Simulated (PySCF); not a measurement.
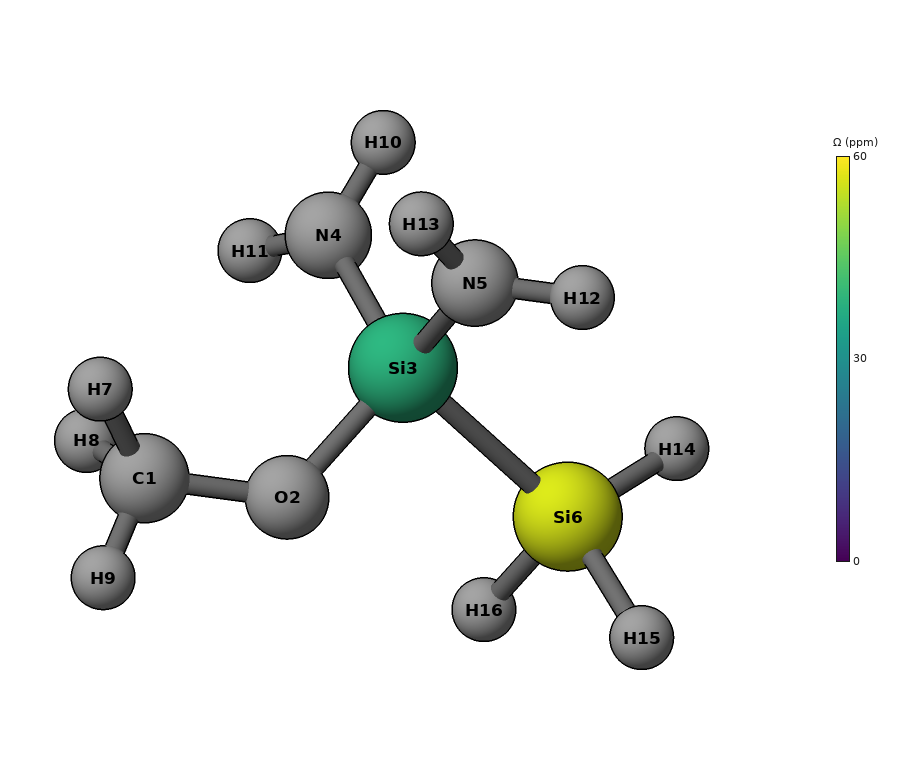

The Si atoms are coloured by the span of their shielding tensor. Geometry: a frame of a GFN2-xTB molecular-dynamics simulation, not a minimum. Method: GIAO PBE0/pcSseg-1 NMR shielding, non-relativistic, gas phase (PySCF 2.14.0). Principal shieldings σ11 ≤ σ22 ≤ σ33, span Ω = σ33 − σ11, skew κ = 3(σiso − σ22)/Ω.

> Which Si atom has the most anisotropic shielding?

Si6, with a span of 56 ppm.

Give the shielding tensors of the Si atoms.

```json
{"atom": "Si3", "σ11": "360.2", "σ22": "385.8", "σ33": "398.8", "σiso": "381.6", "Ω": "38.6", "κ": "−0.33"}
{"atom": "Si6", "σ11": "451.3", "σ22": "462.1", "σ33": "507.4", "σiso": "473.6", "Ω": "56.1", "κ": "0.61"}
```

Shieldings and span in ppm.
